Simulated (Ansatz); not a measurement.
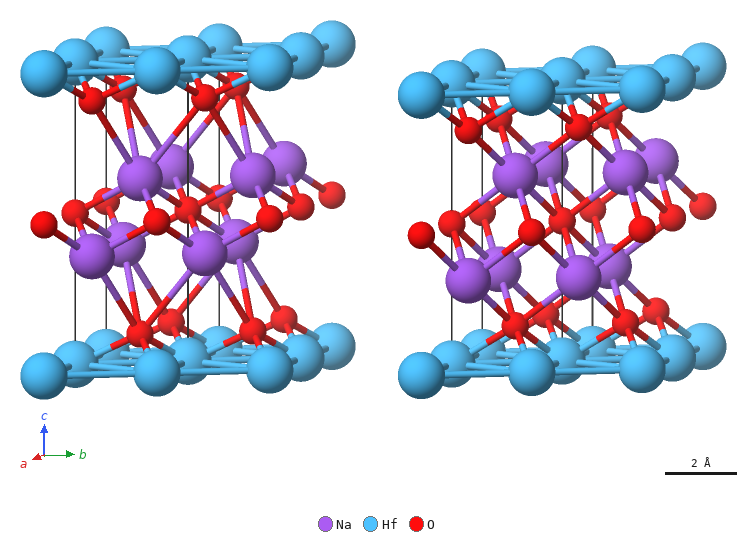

Two geometries of a crystal of Na2HfO3 (built on the K2NaCl3-164 type type), drawn at one scale. One is the start of a relaxation, the other its converged end. Style: ball-and-stick. Shown: the cell of the calculation, repeated 2 × 2 × 1 with one cell outlined, slightly off an axis.

Computed with Ansatz, DFT, PBEsol, plane waves, PAW. Settings: plane-wave cutoff 420 eV; k-point mesh 9 × 9 × 4; occupations fermi dirac; smearing width 0.03 eV; no spin polarisation; cell and atoms relaxed; force threshold 0.01 eV/Å; at most 120 steps.

Which one is relaxed?

The left one is the relaxed one. Over 12 accepted moves (17 points after the start) the energy falls by 193 meV per atom. Largest force component: 2.1 eV/Å at the start, 0.00061 eV/Å at the end. Pressure: −4.14 GPa at the start and 0.00 GPa at the end. The line search rejected the trial step at point 5 of the run. At 4 points the geometry stayed and the basis and grid were re-selected for the new cell (energy shift of 6.0 meV per atom at most each time). The largest moves relative to the cell, 0.50 Å, are those of Na atoms. By element the largest moves are Na 0.50 Å, O 0.32 Å. Hf stays in place. The drawn cell changes as follows: a = b 3.253 → 3.328 Å (+2.3 %), c 8.045 → 8.677 Å (+7.9 %); the volume changes by +12.9 %. Near-neighbour distances that change, for instance: Na–O 2.362 → 3.049 Å, Hf–Na 3.193 → 3.810 Å, Na–Na 3.438 → 2.845 Å, Na–O 2.367 → 2.189 Å. Among the angles between lasting bonds that change: Na–O–Na 93.2° → 81.0°, Na–O–Na 86.8° → 99.0°, O–Na–O 86.8° → 99.0°. The space group stays P-3m1 (No. 164). Cost: 44 s on 2 threads of Intel(R) Xeon(R) 6975P-C (Granite Rapids), on a shared host, peak memory 0.51 GiB.
